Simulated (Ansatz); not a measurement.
## Nudged elastic band, with input and output: C3H6S (part 2 of 2)

The same run, continued: C3H6S; UKS PBE/6-31G* (Ansatz 0.2.0). It belongs to a series of runs on one base structure; here: band between the two ends.

Geometry of the input (Å):
```
C  -0.5475  0.3997  -0.2542
C  -0.2652  -1.1183  -0.3124
S  0.9660  -0.9809  1.0785
C  0.7392  0.7792  0.5126
H  -0.6844  0.8968  -1.2308
H  -1.4367  0.6010  0.3653
H  0.2283  -1.4385  -1.2450
H  -1.1133  -1.7868  -0.0988
H  0.6294  1.5053  1.3327
H  1.5674  1.0913  -0.1451
```

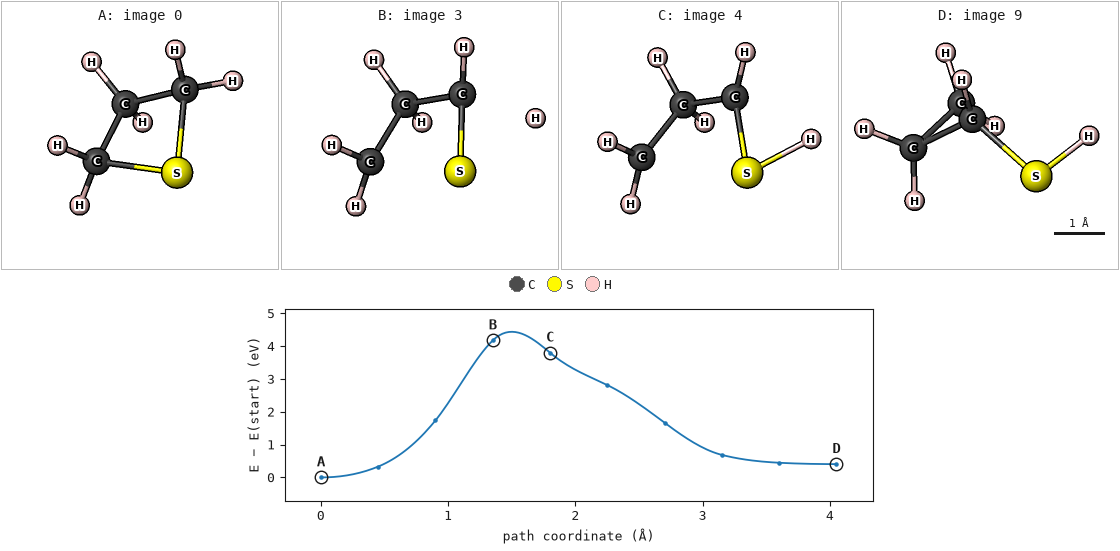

**Figure 1.** Images of the last band (counted from 0; ball-and-stick, seen at a tilt) above the energy along the path; the line is a cubic interpolation that uses the forces. The highest image is number 3, 4.176 eV above the start and 3.770 eV above the end; the end lies 0.405 eV above the start. The path is 4.05 Å long. The band converged in 28 iterations.

```
Total energy: -14029.85247471 eV, -515.5875686701 hartree
Atom 0 at    -0.548968     0.564774    -0.339769 Å, force    -0.253330    -0.554163     0.067965 eV/Å
Atom 1 at    -0.324435    -0.976866    -0.404511 Å, force    -0.235263    -1.288096     0.553421 eV/Å
Atom 2 at     0.615904    -1.138050     1.011230 Å, force     1.237466     2.425158     0.428330 eV/Å
Atom 3 at     0.721602     0.855891     0.541471 Å, force     0.306844    -1.077322     0.479937 eV/Å
Atom 4 at    -0.565963     1.080367    -1.324705 Å, force    -0.028332    -0.269183     0.107701 eV/Å
Atom 5 at    -1.461346     0.858490     0.205476 Å, force     0.000575     0.021627     0.099117 eV/Å
Atom 6 at    -0.096463    -1.416358    -1.380998 Å, force     0.299143    -0.115608     0.122716 eV/Å
Atom 7 at    -0.485563    -2.472271     0.312446 Å, force    -1.257310     0.651101    -1.689487 eV/Å
Atom 8 at     0.596046     1.511147     1.417674 Å, force     0.027798     0.057030    -0.148923 eV/Å
Atom 9 at     1.632484     1.081775    -0.035413 Å, force    -0.097590     0.149456    -0.020776 eV/Å
Dipole moment:    -0.018351     0.399959    -0.240518 e Å
this run last wrote the band of iteration 28 to [file]
```

**The last band as extended XYZ (Å, eV, eV/Å)**
```
10
Properties=species:S:1:pos:R:3:forces:R:3 image=0 energy=-14034.02822
C    -0.5475    0.3997   -0.2542   -0.0013   0.0002   0.0012
C    -0.2652   -1.1183   -0.3124   -0.0025  -0.0018   0.0000
S     0.9660   -0.9809    1.0785   -0.0018   0.0003   0.0010
C     0.7392    0.7792    0.5126   -0.0002   0.0025   0.0013
H    -0.6844    0.8968   -1.2308   -0.0007   0.0017  -0.0027
H    -1.4367    0.6010    0.3653    0.0020  -0.0010   0.0005
H     0.2283   -1.4385   -1.2450    0.0006  -0.0024  -0.0031
H    -1.1133   -1.7868   -0.0988   -0.0008  -0.0037   0.0001
H     0.6294    1.5053    1.3327    0.0019   0.0022   0.0025
H     1.5674    1.0913   -0.1451    0.0028   0.0021  -0.0007
10
Properties=species:S:1:pos:R:3:forces:R:3 image=1 energy=-14033.69819
C    -0.5690    0.4318   -0.2684    0.0184  -0.2737   0.1135
C    -0.3013   -1.1351   -0.3149    0.1811  -0.0231   0.0943
S     0.9614   -0.9894    1.0283    0.6010   0.1196  -0.0104
C     0.7238    0.7776    0.5326   -0.0137  -0.0707  -0.0175
H    -0.6001    0.9349   -1.2595   -0.0392  -0.3658   0.1039
H    -1.4700    0.7623    0.2758   -0.0228  -0.3240   0.0954
H     0.0548   -1.4126   -1.3250    0.4434  -0.0308   0.1790
H    -0.9055   -1.9980    0.0420   -0.9674   0.9252  -0.4207
H     0.6138    1.4742    1.3810   -0.0534  -0.0596  -0.0494
H     1.5754    1.1032   -0.0891   -0.1474   0.1028  -0.0883
10
Properties=species:S:1:pos:R:3:forces:R:3 image=2 energy=-14032.29084
C    -0.5749    0.5005   -0.2997   -0.2391  -0.7403   0.3256
C    -0.3425   -1.1307   -0.3416   -0.1297  -1.8053   0.7148
S     0.8050   -1.0174    1.0344    1.9796   1.4470   0.4361
C     0.7219    0.7988    0.5395   -0.0936  -0.6362   0.0580
H    -0.5882    1.0275   -1.2890   -0.0099  -0.6810   0.2447
H    -1.4682    0.8405    0.2447   -0.1172  -0.1956   0.1329
H    -0.0481   -1.4045   -1.3714    0.8109   0.0651   0.1677
H    -0.6468   -2.2405    0.1473   -1.9085   2.6784  -1.8581
H     0.6153    1.4918    1.3972   -0.0429  -0.1436  -0.2010
H     1.6099    1.0829   -0.0585   -0.2495   0.0117  -0.0207
10
Properties=species:S:1:pos:R:3:forces:R:3 image=3 energy=-14029.85245
C    -0.5490    0.5648   -0.3398   -0.2533  -0.5542   0.0680
C    -0.3244   -0.9769   -0.4045   -0.2353  -1.2881   0.5534
S     0.6159   -1.1381    1.0112    1.2375   2.4252   0.4283
C     0.7216    0.8559    0.5415    0.3068  -1.0773   0.4799
H    -0.5660    1.0804   -1.3247   -0.0283  -0.2692   0.1077
H    -1.4613    0.8585    0.2055    0.0006   0.0216   0.0991
H    -0.0965   -1.4164   -1.3810    0.2991  -0.1156   0.1227
H    -0.4856   -2.4723    0.3124   -1.2573   0.6511  -1.6895
H     0.5960    1.5111    1.4177    0.0278   0.0570  -0.1489
H     1.6325    1.0818   -0.0354   -0.0976   0.1495  -0.0208
10
Properties=species:S:1:pos:R:3:forces:R:3 image=4 energy=-14030.22631
C    -0.5118    0.6250   -0.3576    0.2606   0.5670  -0.0376
C    -0.2892   -0.8410   -0.4657    0.2802   1.2714  -0.5406
S     0.4631   -1.4171    0.9804   -1.1869  -2.6076  -0.4387
C     0.6753    0.9804    0.4907   -0.3505   1.1543  -0.5764
H    -0.5322    1.1001   -1.3508    0.0302   0.2209  -0.0937
H    -1.4638    0.8582    0.1613   -0.0085  -0.0561  -0.1009
H    -0.1000   -1.4072   -1.3898   -0.2484   0.1423  -0.1263
H    -0.3713   -2.5153    0.5007    1.1779  -0.4442   1.7348
H     0.5678    1.5072    1.4392   -0.0429  -0.0793   0.1606
H     1.6455    1.0587   -0.0054    0.0883  -0.1686   0.0189
10
Properties=species:S:1:pos:R:3:forces:R:3 image=5 energy=-14031.21290
C    -0.5578    0.6941   -0.3871   -0.2571   0.3204  -0.0641
C    -0.1489   -0.7212   -0.4013    0.6641   0.5693   0.2249
S     0.3378   -1.5605    1.0431   -0.4952  -0.7002   0.1852
C     0.6737    1.0130    0.3697   -0.0311   0.1350  -0.4980
H    -0.5649    1.0994   -1.4077   -0.2071   0.0752  -0.1729
H    -1.4952    0.9103    0.1427   -0.1706   0.1678  -0.0051
H     0.0005   -1.2955   -1.3426    0.4967   0.6167   0.1148
H    -0.4119   -2.6424    0.6733   -0.0863  -0.6460   0.6037
H     0.5970    1.3738    1.4075    0.0924  -0.6924  -0.0320
H     1.6529    1.0779   -0.0948   -0.0060   0.1544  -0.3565
10
Properties=species:S:1:pos:R:3:forces:R:3 image=6 energy=-14032.36195
C    -0.6251    0.7460   -0.4084   -0.5038   0.3164  -0.1198
C     0.0030   -0.5969   -0.2996    1.0966   0.8326   0.6513
S     0.2424   -1.6218    1.1187   -0.5520  -0.4120   0.4828
C     0.6895    0.8747    0.2730    0.0245  -0.8907  -0.6140
H    -0.6187    1.1003   -1.4420   -0.4108   0.0008  -0.2177
H    -1.5240    0.9709    0.1621   -0.2656   0.2955   0.1111
H     0.1251   -1.1662   -1.2611    0.9710   0.9181   0.5260
H    -0.4879   -2.6875    0.7069   -0.3369  -0.3663   0.1463
H     0.6369    1.2049    1.3399    0.1277  -1.1347  -0.4059
H     1.6422    1.1246   -0.1866   -0.1507   0.4402  -0.5601
10
Properties=species:S:1:pos:R:3:forces:R:3 image=7 energy=-14033.34204
C    -0.6595    0.7614   -0.4055   -0.1033   0.0176  -0.0017
C     0.1048   -0.5344   -0.2212    0.2776   0.1519   0.2036
S     0.1099   -1.6611    1.1831   -0.3072  -0.0841   0.1789
C     0.7168    0.8054    0.2052    0.0390  -0.1531  -0.1762
H    -0.7167    1.0848   -1.4504   -0.2609  -0.0675  -0.0381
H    -1.5261    1.0084    0.2110   -0.0326   0.0557   0.0964
H     0.3374   -1.0396   -1.1724    0.5896   0.3196   0.2375
H    -0.6016   -2.6992    0.6726   -0.2268  -0.0394  -0.0750
H     0.7110    1.0410    1.2822    0.1408  -0.3898  -0.1461
H     1.6073    1.1822   -0.3017   -0.1162   0.1891  -0.2793
10
Properties=species:S:1:pos:R:3:forces:R:3 image=8 energy=-14033.58135
C    -0.6572    0.7167   -0.3759   -0.0015  -0.0265   0.0082
C     0.1863   -0.5316   -0.1988    0.0425  -0.0014   0.0163
S     0.0114   -1.6933    1.1744   -0.0458  -0.0101   0.0029
C     0.7404    0.8207    0.1913    0.0095   0.0115  -0.0126
H    -0.8145    1.0496   -1.4080   -0.0492  -0.0271   0.0147
H    -1.5001    0.8992    0.2968    0.0099  -0.0593   0.0339
H     0.5667   -0.9867   -1.1192    0.1214   0.0242   0.0322
H    -0.8178   -2.5963    0.5824   -0.0994   0.0517  -0.0346
H     0.8135    1.0281    1.2641    0.0430   0.0019  -0.0109
H     1.5547    1.2426   -0.4042   -0.0302   0.0350  -0.0502
10
Properties=species:S:1:pos:R:3:forces:R:3 image=9 energy=-14033.62274
C    -0.6439    0.6501   -0.3544    0.0021   0.0010  -0.0016
C     0.2775   -0.5429   -0.2125    0.0002  -0.0009   0.0028
S     0.0358   -1.7574    1.1034   -0.0006   0.0023  -0.0016
C     0.7493    0.8363    0.1994   -0.0020  -0.0016  -0.0009
H    -0.8573    1.0008   -1.3695   -0.0017   0.0000   0.0006
H    -1.4817    0.7285    0.3443    0.0011  -0.0011   0.0001
H     0.7123   -0.9531   -1.1302   -0.0003   0.0003  -0.0006
H    -1.0624   -2.3694    0.5776   -0.0007  -0.0018   0.0007
H     0.8444    1.0410    1.2699   -0.0003  -0.0001   0.0008
H     1.5094    1.3150   -0.4251    0.0022   0.0018  -0.0002
```

**Summary**

| quantity | value |
| --- | --- |
| outcome | converged |
| barrier, forward | 4.176 eV |
| barrier, backward | 3.770 eV |
| wall time | 7.7 min (CPU time 15 min) |
| peak memory | 0.21 GiB |

**Remarks**

The order of the saddle point was not checked.
